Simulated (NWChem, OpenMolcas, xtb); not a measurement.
## BBrCl2 (bromodichloroborane): the vertical ionisation energy, rung by rung

The species is BBrCl2 (4 atoms), meant as a singlet with charge 0. SMILES: `ClB(Cl)Br`. The coordinates come from a PBE0-D4/def2-TZVP relaxation.

Each level gives the vertical ionisation energy (to the doublet cation) (eV). The values are calculated.

```json
{"level": "GFN2-xTB", "kind": "semi-empirical", "program": "xtb", "value (eV)": "15.41", "less CCSD(T)/cc-pVDZ": "+4.57", "CPU time (all runs)": "under 2 s"}
{"level": "HF/cc-pVDZ", "kind": "Hartree–Fock", "program": "OpenMolcas", "value (eV)": "10.49", "less CCSD(T)/cc-pVDZ": "-0.35", "CPU time (all runs)": "13 s"}
{"level": "SVWN5/cc-pVDZ", "kind": "LDA", "program": "OpenMolcas", "value (eV)": "10.52", "less CCSD(T)/cc-pVDZ": "-0.32", "CPU time (all runs)": "36 s"}
{"level": "BLYP/cc-pVDZ", "kind": "GGA", "program": "OpenMolcas", "value (eV)": "10.13", "less CCSD(T)/cc-pVDZ": "-0.71", "CPU time (all runs)": "52 s"}
{"level": "M06-L/cc-pVDZ", "kind": "meta-GGA", "program": "OpenMolcas", "value (eV)": "10.64", "less CCSD(T)/cc-pVDZ": "-0.20", "CPU time (all runs)": "82 s"}
{"level": "B3LYP/cc-pVDZ", "kind": "global hybrid", "program": "NWChem", "value (eV)": "10.73", "less CCSD(T)/cc-pVDZ": "-0.11", "CPU time (all runs)": "4.4 min"}
{"level": "wB97X/cc-pVDZ", "kind": "range-separated hybrid", "program": "NWChem", "value (eV)": "11.19", "less CCSD(T)/cc-pVDZ": "+0.35", "CPU time (all runs)": "3.7 min"}
{"level": "MP2/cc-pVDZ", "kind": "perturbation theory", "program": "NWChem", "value (eV)": "11.10", "less CCSD(T)/cc-pVDZ": "+0.26", "CPU time (all runs)": "11 min"}
{"level": "CCSD(T)/cc-pVDZ", "kind": "coupled cluster or CI", "program": "NWChem", "value (eV)": "10.84", "less CCSD(T)/cc-pVDZ": "0.00", "CPU time (all runs)": "12 min"}
{"level": "CCSD/cc-pVDZ", "kind": "coupled cluster or CI", "program": "NWChem", "value (eV)": "10.90", "less CCSD(T)/cc-pVDZ": "+0.06", "CPU time (all runs)": "12 min"}
```

Differences are taken from CCSD(T)/cc-pVDZ for orientation; it has basis-set and higher-order errors of its own. All-electron rows without a relativistic Hamiltonian named are non-relativistic. Spin-orbit coupling, which can split open shells on such heavy atoms by tenths of an eV, is left out. The values span 10.13 to 15.41 eV. The xTB values lack the empirical shift that such differences need. In the correlated wave-function rows the outer d shell of Br is correlated, in sets not made for it. Times are those of the runs behind each value, whatever else they computed, on shared processors of several kinds: orders of magnitude only.

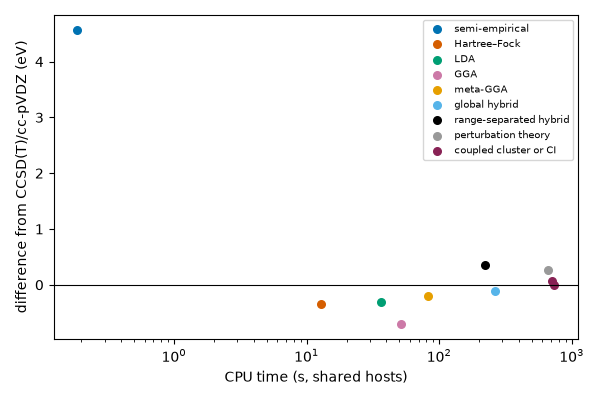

Difference from CCSD(T)/cc-pVDZ against processor time, one point a level.
